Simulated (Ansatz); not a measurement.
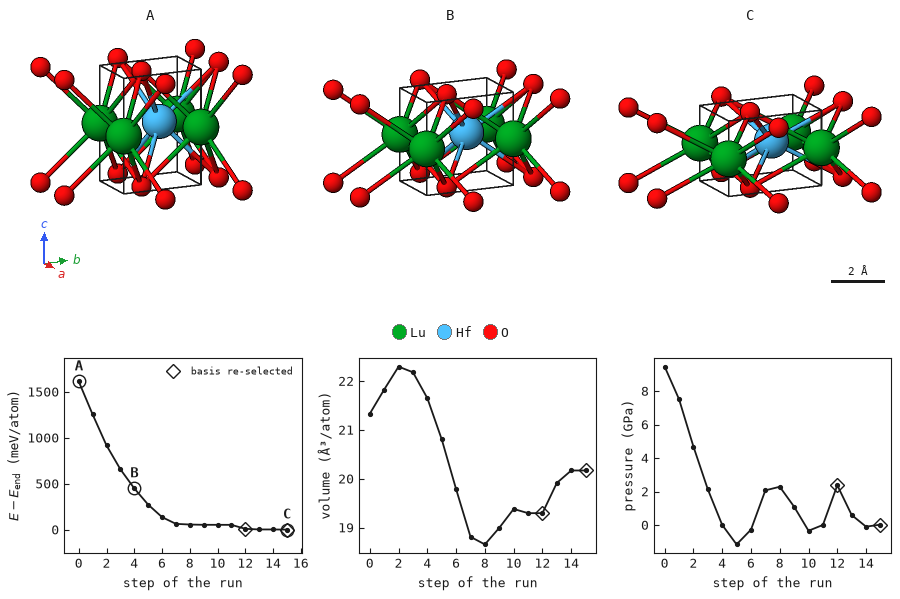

Frames of a relaxation of crystalline LuHfO (a generated structure, set up in P-6m2) (coarse preliminary run), marked on the history of the run. A ball-and-stick model of the cell of the calculation, seen slightly off an axis.

Level of theory: DFT PBE, scalar-relativistic, plane waves, PAW in Ansatz 0.2.0. (plane-wave cutoff 420 eV; k-point mesh 6 × 6 × 4; occupations gaussian; smearing width 0.1 eV; no spin polarisation; cell and atoms relaxed; force threshold 0.04 eV/Å; at most 70 steps)

> What happens along the run?

The atoms keep their places relative to the cell (all moves are under 0.005 Å). Cell: a = b 4.062 → 4.887 Å (+20.3 %), c 4.478 → 2.926 Å (−34.7 %). Volume −5.5 %. Among the contacts that change: Lu–Lu 4.478 → 2.926 Å, Hf–Hf 4.478 → 2.926 Å, Hf–Lu 2.345 → 2.821 Å, Hf–O 3.243 → 3.178 Å. The space group stays P-6m2 (No. 187). After 13 accepted moves (15 points after the start) the energy has fallen by 1612 meV per atom. All forces vanish by symmetry, so only the cell relaxes. Pressure: 9.46 GPa at the start and 0.02 GPa at the end. The SCF was repeated twice at an unchanged geometry on a basis and grid sized afresh for the cell, which shifted the energy by 43.2 meV per atom at most. From step 0 to 4: volume +1.5 %, energy −1164 meV per atom. From step 4 to 15: volume −6.8 %, energy −449 meV per atom.
